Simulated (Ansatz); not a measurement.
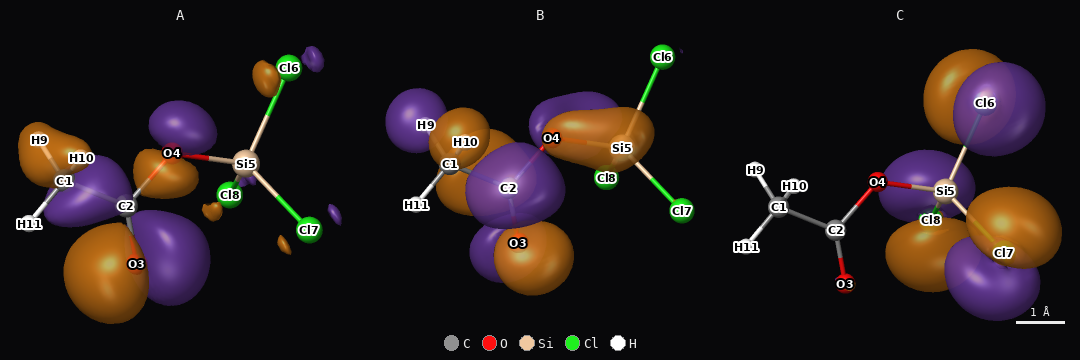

The picture shows: C$_{2}$H$_{3}$Cl$_{3}$O$_{2}$Si (SMILES CC(=O)O[Si](Cl)(Cl)Cl). Three frontier orbitals at ±0.1 Å⁻³ᐟ² (orange and purple are the two phases), in no order.

Geometry: PBE0-D4/def2-TZVP.

Method: Ansatz, RKS PBE0-D4/def2-TZVPP.

| atom | x (Å) | y (Å) | z (Å) |
| --- | --- | --- | --- |
| C | 1.1982 | -1.3645 | 0.8894 |
| C | 0.3615 | -0.6948 | -0.1476 |
| O | 0.1420 | -1.0931 | -1.2521 |
| O | -0.1560 | 0.4800 | 0.3135 |
| Si | -1.1278 | 1.4666 | -0.5827 |
| Cl | -1.5445 | 3.0104 | 0.6532 |
| Cl | -0.1669 | 2.1544 | -2.2179 |
| Cl | -2.8418 | 0.5356 | -1.0981 |
| H | 0.5925 | -1.5597 | 1.7765 |
| H | 2.0084 | -0.6983 | 1.1921 |
| H | 1.5999 | -2.2937 | 0.4942 |

Order the three orbitals by energy and name them.

C is the HOMO−1 (−9.34 eV). It lies mainly on Cl7 (about 30 %), Cl8 (about 30 %) and Cl6 (about 30 %); largely a combination of lone pairs on Cl7, Cl8 and Cl6. A is the HOMO (−8.60 eV). By Hirshfeld shares it lies mainly on O3 (about 65 %), O4 (about 10 %), C2 (about 10 %) and C1 (about 10 %). B is the LUMO (−0.52 eV). It lies mainly on C2 (about 40 %), O3 (about 25 %), C1 (about 10 %), O4 (about 10 %) and Si5 (about 5 %); π-antibonding (π*) across C2–O3.

What is the HOMO–LUMO gap?

8.08 eV between the orbital energies.
